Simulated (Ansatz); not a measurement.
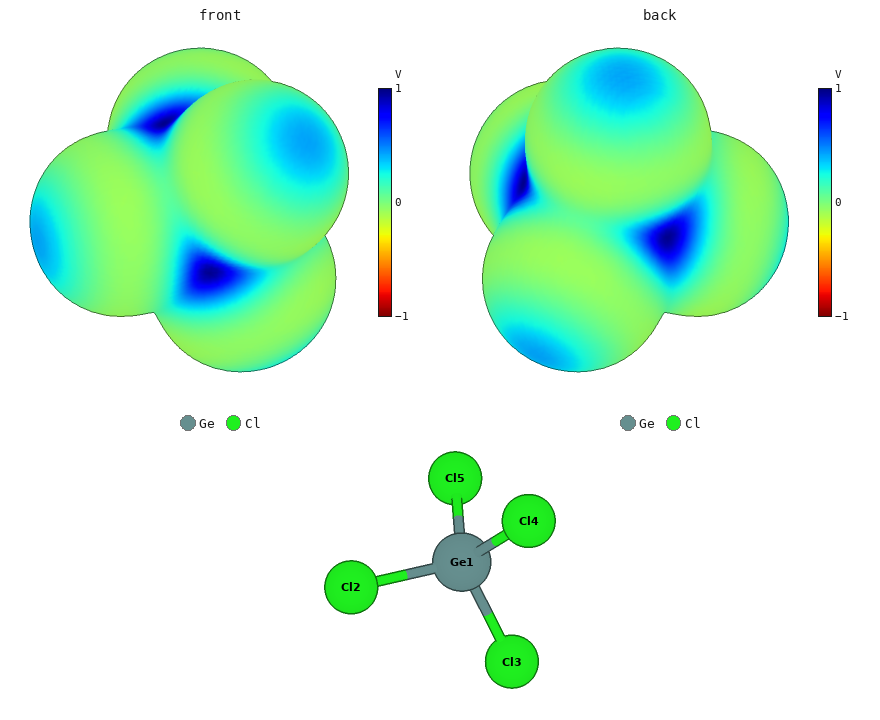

The picture shows: Cl$_{4}$Ge. The molecular electrostatic potential painted on the density surface at 0.001 e/bohr³, seen from the front and from behind; the colour scale runs from red (negative) to blue (positive). The bare structure is drawn below in the same view.

Geometry: PBE-D4/def2-SVP.

Level of theory: RKS PBE0-D4/def2-TZVP (Ansatz 0.2.0).

```xyz
5

Ge    0.0000    0.0000    0.0001
Cl    0.0106   -0.0178    2.1470
Cl    2.0206    0.0106   -0.7258
Cl   -1.0196    1.7565   -0.6961
Cl   -1.0117   -1.7493   -0.7253
```

**Which sites attract a positive test charge, and which a negative one?**

A positive charge is drawn to the negative regions and a negative charge to the positive ones. The most negative region (about −0.1 V) lies over Cl2, Cl3, Cl4 and Cl5, the most positive (about +0.9 V) over Ge1. Cl2 shows a σ-hole: about +0.4 V at the tip opposite its bond, against about 0.0 V on its flanks. Cl3 shows a σ-hole: about +0.4 V at the tip opposite its bond, against about 0.0 V on its flanks. Cl4 shows a σ-hole: about +0.4 V at the tip opposite its bond, against about 0.0 V on its flanks. Cl5 shows a σ-hole: about +0.4 V at the tip opposite its bond, against about 0.0 V on its flanks.
